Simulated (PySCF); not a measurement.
## C₆H₆Si: a changed input and its effect

System: C₆H₆Si.
Method of run 1: GIAO BLYP/pcSseg-1 NMR shielding, non-relativistic, gas phase (PySCF 2.14.0).

The geometry comes from this level: GFN2-xTB. Text and figures count atoms from 1; the logs count them from 0 in places.

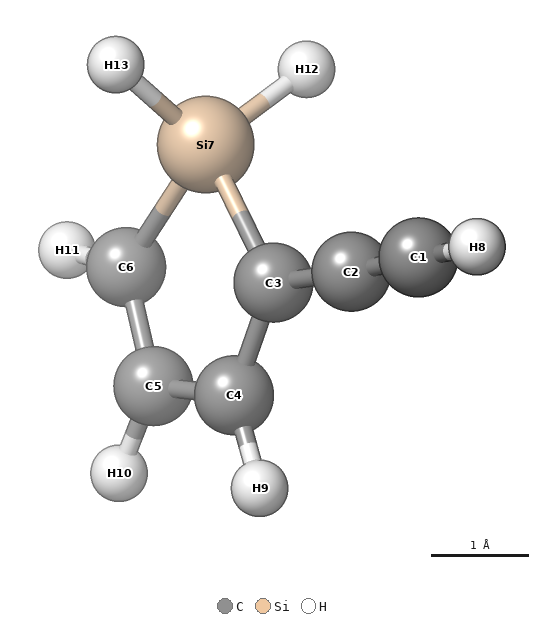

**Figure 1.** The input geometry (ball-and-stick view, seen at a tilt; atoms are numbered from 1 in the order of the input).

## Input, run 1
```
{"job": {"xc": "BLYP", "basis": "pcSseg-1", "kind": "nmr", "pop": false}, "charge": 0, "multiplicity": 1}
C      3.180389    -0.311059     0.534727
C      1.979737    -0.256318     0.461791
C      0.594206    -0.143633     0.346623
C     -0.292341    -1.026588     0.856599
C     -1.690656    -0.730561     0.627953
C     -1.963710     0.386432    -0.063540
Si    -0.357476     1.248837    -0.537081
H      4.224787    -0.374160     0.607551
H     -0.003802    -1.911253     1.407003
H     -2.444662    -1.403552     1.013547
H     -2.971903     0.693634    -0.285459
H     -0.095123     1.278171    -1.976028
H     -0.163833     2.550535     0.101823
```

The first line tells a small driver script what to run in PySCF; the rest is the geometry in Å.

Launched with:
```bash
OMP_NUM_THREADS=1 python <driver script> task.json out
```

Hardware: 1 CPU thread, shared host.

## Output (run 1)
```
coarse grid: 11864 points
cycle   1  E = -521.3325563100  dE =  8.628e-01  |g| = 6.157e-01  |ddm| = 3.792e+00
cycle   2  E = -521.2215343474  dE =  1.110e-01  |g| = 8.674e-01  |ddm| = 1.685e+00
cycle   3  E = -521.4318039581  dE = -2.103e-01  |g| = 1.527e-01  |ddm| = 1.104e+00
cycle   4  E = -521.4356272916  dE = -3.823e-03  |g| = 9.780e-02  |ddm| = 1.979e-01
cycle   5  E = -521.4380458058  dE = -2.419e-03  |g| = 3.130e-02  |ddm| = 1.007e-01
cycle   6  E = -521.4382602024  dE = -2.144e-04  |g| = 1.193e-02  |ddm| = 3.260e-02
cycle   7  E = -521.4382951690  dE = -3.497e-05  |g| = 5.423e-03  |ddm| = 1.898e-02
cycle   8  E = -521.4383039418  dE = -8.773e-06  |g| = 6.648e-04  |ddm| = 6.227e-03
final grid: 111408 points
cycle   9  E = -521.5056635947  dE = -2.844e-05  |g| = 6.980e-03  |ddm| = 4.792e-02
cycle  10  E = -521.5056441923  dE =  1.940e-05  |g| = 1.051e-02  |ddm| = 2.153e-02
cycle  11  E = -521.5056740548  dE = -2.986e-05  |g| = 3.562e-03  |ddm| = 1.536e-02
cycle  12  E = -521.5056775677  dE = -3.513e-06  |g| = 6.362e-04  |ddm| = 3.797e-03
cycle  13  E = -521.5056776730  dE = -1.053e-07  |g| = 1.982e-04  |ddm| = 9.679e-04
cycle  14  E = -521.5056776820  dE = -9.029e-09  |g| = 8.523e-05  |ddm| = 2.485e-04
cycle  15  E = -521.5056776836  dE = -1.641e-09  |g| = 2.803e-05  |ddm| = 8.760e-05
cycle  16  E = -521.5056776838  dE = -1.971e-10  |g| = 8.341e-06  |ddm| = 3.748e-05
converged SCF energy = -521.5056776838

GIAO shielding tensors (ppm)
atom      isotropic    diamagn.    paramagn.     s11        s22        s33       span
  0 C       83.441     257.758    -174.318     41.046     46.618    162.657    121.611
  1 C       86.866     243.427    -156.561    -13.026    -10.185    283.809    296.836
  2 C       48.262     265.472    -217.211    -39.710     32.328    152.168    191.878
  3 C       17.687     249.165    -231.478    -99.729     29.864    122.926    222.654
  4 C       22.018     251.322    -229.305    -88.640     23.589    131.105    219.745
  5 C       47.171     258.005    -210.834    -48.643     33.311    156.845    205.489
  6 Si     367.431     881.797    -514.366    305.691    366.619    429.985    124.294
  7 H       28.368      34.525      -6.158     25.443     25.820     33.840      8.397
  8 H       24.466      31.641      -7.174     20.816     24.214     28.368      7.552
  9 H       24.553      29.818      -5.265     22.546     23.917     27.196      4.651
 10 H       26.007      29.741      -3.735     25.473     25.749     26.798      1.324
 11 H       27.196      28.950      -1.754     24.094     25.477     32.018      7.924
 12 H       27.196      28.736      -1.540     24.092     25.478     32.018      7.927
```

For run 2 the input was changed thus:
```diff
-"xc": "BLYP"
+"xc": "mPW1PW91"
+"solvent": "acetonitrile"
```

Predict how the results change.

The total energies belong to different models, so their difference says nothing on which is more stable or more accurate. The HOMO goes from −5.28 to −6.52 eV. The LUMO goes from −2.65 to −2.06 eV. The dipole moment goes from 0.80 to 1.33 D. Of all shieldings, the largest change is that of Si7, by +18.3 ppm. The functional changes from BLYP to mPW1PW91. The SCF takes 12 iterations against 16.

## Output (run 2)
```
coarse grid: 11864 points
cycle   1  E = -521.4637419349  dE =  1.053e+00  |g| = 4.008e-01  |ddm| = 3.691e+00
cycle   2  E = -521.4711131601  dE = -7.371e-03  |g| = 3.686e-01  |ddm| = 8.996e-01
cycle   3  E = -521.5071598825  dE = -3.605e-02  |g| = 5.490e-02  |ddm| = 3.911e-01
cycle   4  E = -521.5076969791  dE = -5.371e-04  |g| = 3.157e-02  |ddm| = 7.456e-02
cycle   5  E = -521.5079594913  dE = -2.625e-04  |g| = 5.625e-03  |ddm| = 3.372e-02
cycle   6  E = -521.5079669913  dE = -7.500e-06  |g| = 1.519e-03  |ddm| = 6.190e-03
final grid: 111408 points
cycle   7  E = -521.5517969904  dE = -2.140e-05  |g| = 4.552e-03  |ddm| = 5.172e-02
cycle   8  E = -521.5517948265  dE =  2.164e-06  |g| = 5.399e-03  |ddm| = 1.031e-02
cycle   9  E = -521.5518027156  dE = -7.889e-06  |g| = 7.062e-04  |ddm| = 6.075e-03
cycle  10  E = -521.5518028423  dE = -1.266e-07  |g| = 2.042e-04  |ddm| = 8.029e-04
cycle  11  E = -521.5518028518  dE = -9.568e-09  |g| = 6.608e-05  |ddm| = 2.102e-04
cycle  12  E = -521.5518028528  dE = -9.517e-10  |g| = 2.654e-05  |ddm| = 7.715e-05
converged SCF energy = -521.5518028528

GIAO shielding tensors (ppm)
atom      isotropic    diamagn.    paramagn.     s11        s22        s33       span
  0 C       90.184     257.554    -167.370     41.314     49.764    179.474    138.159
  1 C       97.924     244.928    -147.004     -6.112     -0.686    300.570    306.682
  2 C       58.122     266.226    -208.104    -38.258     48.942    163.682    201.940
  3 C       20.044     250.180    -230.136   -104.878     30.366    134.643    239.521
  4 C       28.037     252.568    -224.531    -89.188     30.588    142.711    231.899
  5 C       48.527     259.947    -211.420    -55.996     34.139    167.438    223.434
  6 Si     385.738     880.486    -494.748    326.169    386.206    444.838    118.669
  7 H       27.975      33.913      -5.937     24.381     24.817     34.727     10.345
  8 H       24.028      31.186      -7.158     20.228     23.382     28.474      8.247
  9 H       24.183      29.550      -5.367     22.228     23.144     27.176      4.948
 10 H       25.322      29.524      -4.202     24.836     24.863     26.266      1.430
 11 H       27.071      28.121      -1.050     23.780     25.275     32.158      8.379
 12 H       27.071      27.964      -0.893     23.777     25.275     32.159      8.382
```

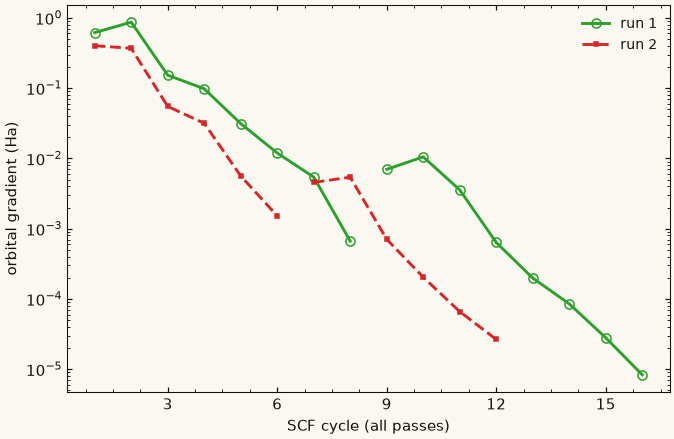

**Figure 2.** Convergence of the two runs: orbital gradient against the SCF cycle. A break in a curve parts two SCF passes (coarse and final grid). Run 1 takes 16 cycles in all, and run 2 takes 12.

## The two runs side by side

| quantity | run 1 | run 2 |
| --- | --- | --- |
| outcome | converged | converged |
| total energy (hartree) | −521.505678 | −521.551803 |
| HOMO (eV) | −5.28 | −6.52 |
| LUMO (eV) | −2.65 | −2.06 |
| dipole moment (D) | 0.80 | 1.33 |
| shielding of C1 (ppm) | 83.4 | 90.2 |
| shielding of C2 (ppm) | 86.9 | 97.9 |
| shielding of C3 (ppm) | 48.3 | 58.1 |
| shielding of C4 (ppm) | 17.7 | 20.0 |
| shielding of C5 (ppm) | 22.0 | 28.0 |
| shielding of C6 (ppm) | 47.2 | 48.5 |
| shielding of Si7 (ppm) | 367.4 | 385.7 |
| SCF iterations | 16 | 12 |
| basis functions | 156 | 156 |
| wall time (shared host) | 21 s | 14 s |
